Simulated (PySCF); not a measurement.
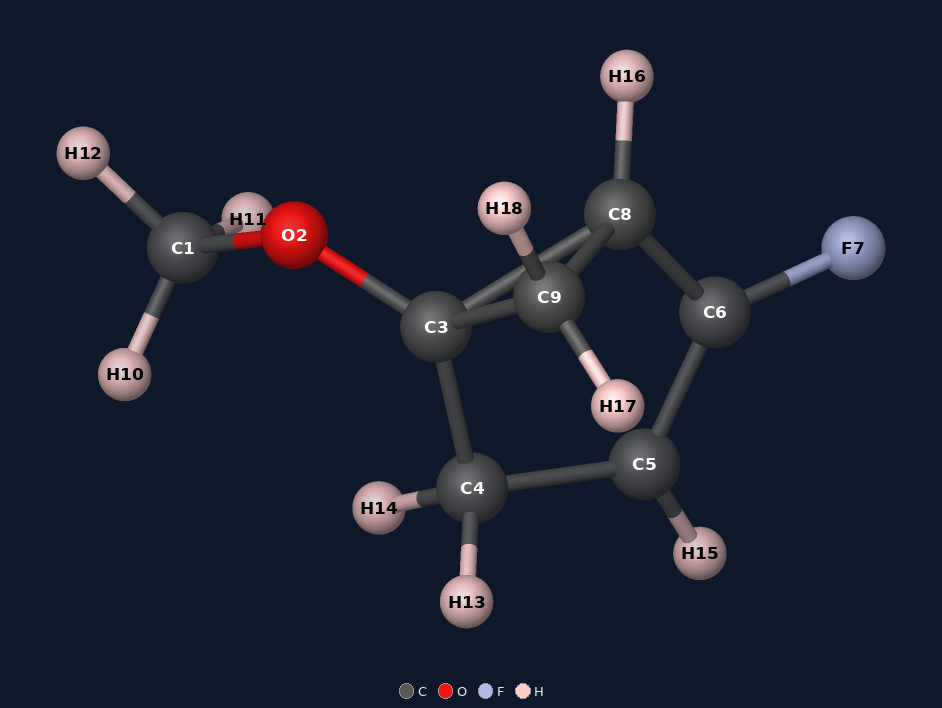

State: charge +1, doublet. The computed structure is the end point of a GFN2-xTB optimisation. No frequency run is at hand to confirm it as a minimum. Level of theory: UKS B3LYP, pcH-1 on C F H O, non-relativistic (PySCF 2.14.0). Fermi-contact and spin-dipolar terms alone, no spin-orbit part.

**Which nucleus has the largest dipolar (anisotropic) hyperfine coupling?**

19F at F7: principal values −68.2, −23.2, 91.4 MHz.

List the isotropic and dipolar parts for the most strongly coupled nuclei, one of each equivalent set.

```json
{"atom": "F7", "isotope": "19F", "a_iso (MHz)": "16.3", "dipolar part (MHz)": "−68.2, −23.2, 91.4"}
{"atom": "C5", "isotope": "13C", "a_iso (MHz)": "41.9", "dipolar part (MHz)": "−38.8, −37.3, 76.1"}
{"atom": "O2", "isotope": "17O", "a_iso (MHz)": "−19.9", "dipolar part (MHz)": "−64.1, 31.6, 32.5"}
{"atom": "C8", "isotope": "13C", "a_iso (MHz)": "24.2", "dipolar part (MHz)": "−30.0, −28.5, 58.5"}
{"atom": "C3", "isotope": "13C", "a_iso (MHz)": "−3.1", "dipolar part (MHz)": "−15.1, −12.7, 27.8"}
{"atom": "H15", "isotope": "1H", "a_iso (MHz)": "−31.6", "dipolar part (MHz)": "−18.2, −2.1, 20.3"}
{"atom": "H16", "isotope": "1H", "a_iso (MHz)": "−23.6", "dipolar part (MHz)": "−13.8, −3.5, 17.3"}
{"atom": "C9", "isotope": "13C", "a_iso (MHz)": "5.2", "dipolar part (MHz)": "−7.3, −3.6, 10.9"}
```
